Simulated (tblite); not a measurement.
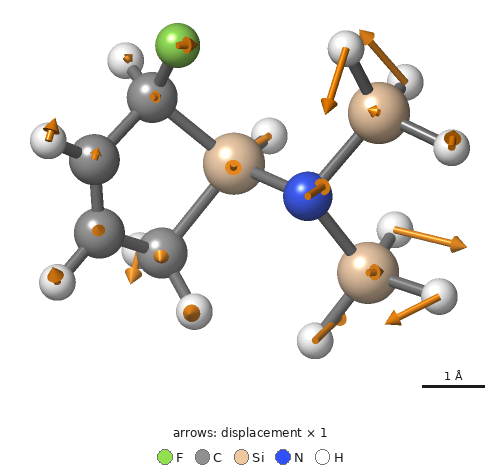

This is a relaxation of C4H12FNSi3. The starting structure is drawn; orange arrows show the displacements, at their true length. The two geometries are superimposed by the best rigid fit.

A ball-and-stick model, seen at a tilt.

The calculation used GFN2-xTB geometry optimisation, gas phase in tblite. 

Q: Which element moves most?

A: Hydrogen: up to 1.38 Å, against 0.87 Å for nitrogen.

Q: What did the optimiser do to the structure, and how much energy did it gain?

A: After 248 geometry steps the energy has fallen by 24.3 kcal/mol. The largest moves after the best rigid fit, 1.38 Å, are those of H atoms. Largest moves by element: H 1.38 Å, N 0.87 Å, F 0.42 Å, Si 0.38 Å, C 0.31 Å. Some distances before and after: C–Si 1.846 → 1.923 Å, N–Si 1.811 → 1.748 Å, C–H 1.124 → 1.081 Å, H–Si 1.498 → 1.461 Å. Among the angles between lasting bonds that change: Si–N–Si 103.4° → 119.7°, Si–N–Si 107.5° → 121.9°, Si–N–Si 105.9° → 118.3°. Cost: 4.9 s on 1 thread of Arm Neoverse N1 (shared host).
